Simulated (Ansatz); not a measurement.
**Fields on a plane of Ga2Cu (space group P4/mmm)**

```
CELL_PARAMETERS angstrom
      2.77106     0.00000     0.00000
      0.00000     2.77106     0.00000
      0.00000     0.00000     5.66530
ATOMIC_POSITIONS crystal
  Ga 0.50000 0.50000 0.28331
  Ga 0.50000 0.50000 0.71669
  Cu 0.00000 0.00000 0.00000
```

The slice is a (001) plane (indices of the conventional cell) through the point (0.000, 0.000, 0.000) (fractional), spanned by u = [100] and v = [010] in vectors of this cell: u (2.77 Å) and v (2.77 Å, at 90° to u). It covers one period; positions are fractions (u, v).

Atoms on it: Cu at (0.00, 0.00).

These are LDA (plane waves to 420 eV, PAW, scalar-relativistic; Ansatz, a first-principles code) values and carry that method's errors. k mesh 17×17×8. Near the nuclei the fields are pseudised (PAW); where an atom keeps semicore shells as valence, they peak there. Ga2Cu is run without spin polarisation. Ga2Cu was relaxed with its symmetry unable to fall.

```tsv
v \ u	0.00	0.10	0.20	0.30	0.40	0.50	0.60	0.70	0.80	0.90
0.90	x	x	0.25	0.18	0.19	0.25	0.19	0.18	0.25	x
0.80	0.30	0.25	0.19	0.17	0.22	0.26	0.22	0.17	0.19	0.25
0.70	0.18	0.18	0.17	0.20	0.24	0.25	0.24	0.20	0.17	0.18
0.60	0.18	0.19	0.22	0.24	0.24	0.23	0.24	0.24	0.22	0.19
0.50	0.24	0.25	0.26	0.25	0.23	0.22	0.23	0.25	0.26	0.25
0.40	0.18	0.19	0.22	0.24	0.24	0.23	0.24	0.24	0.22	0.19
0.30	0.18	0.18	0.17	0.20	0.24	0.25	0.24	0.20	0.17	0.18
0.20	0.30	0.25	0.19	0.17	0.22	0.26	0.22	0.17	0.19	0.25
0.10	x	x	0.25	0.18	0.19	0.25	0.19	0.18	0.25	x
0.00	x	x	0.30	0.18	0.18	0.24	0.18	0.18	0.30	x
```

Values: electron localisation function (ELF). Points within 0.5 Å of a nucleus are blanked (x), as the pseudised field means little there.

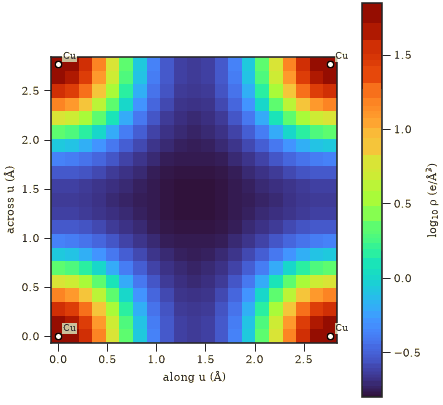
*Log₁₀ of the valence density in e/Å³, one period of the plane, atoms marked. The scale is logarithmic, as a density can span decades between atoms and voids.*
